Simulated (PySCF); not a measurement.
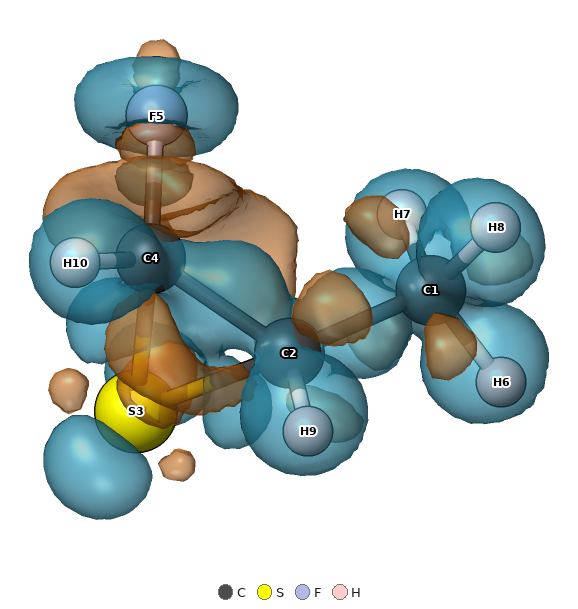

*C3H5FS, SMILES `C[CH]1S[CH]1F`. Deformation density (molecule less spherical, spin-averaged free atoms at the same positions), surfaces at ±0.07 e/Å³; light blue: gain, orange: loss.*

Method: BP86/cc-pVTZ; geometry: GFN2-xTB; program: PySCF. No frequency check shows the geometry to be a minimum. GFN2-xTB bond lengths at metals and heavier atoms can be off by up to 0.1 Å and shapes distorted, which carries into these values.

**Describe the bonding that the map shows.**

The five largest and four smallest: C4–H10: +0.83 e/Å³ at the bond critical point (bond length 1.09 Å, Mayer order 1.0). C2–H9: +0.77 e/Å³ at the bond critical point (bond length 1.09 Å, Mayer order 0.9). C1–H7: +0.73 e/Å³ at the bond critical point (bond length 1.09 Å, Mayer order 1.0). C1–H6: +0.72 e/Å³ at the bond critical point (bond length 1.09 Å, Mayer order 1.0). C1–H8: +0.70 e/Å³ at the bond critical point (bond length 1.09 Å, Mayer order 1.0). C1–C2: +0.48 e/Å³ at the bond critical point (bond length 1.50 Å, Mayer order 1.0). S3–C4: +0.17 e/Å³ at the bond critical point (bond length 1.79 Å, Mayer order 1.0). C2–S3: +0.13 e/Å³ at the bond critical point (bond length 1.82 Å, Mayer order 1.0). C4–F5: 0.00 e/Å³ at the bond critical point (bond length 1.35 Å, Mayer order 1.1); up to 0.6 Å beside the axis the gain reaches +0.26 e/Å³. In all, 2.1 electrons gather in the regions of gain relative to the promolecule. A small or negative value marks a very polar bond, one between electron-rich atoms, whose free-atom densities already overlap strongly, a long bond to a heavier atom, or a closed-shell contact such as a hydrogen bond.
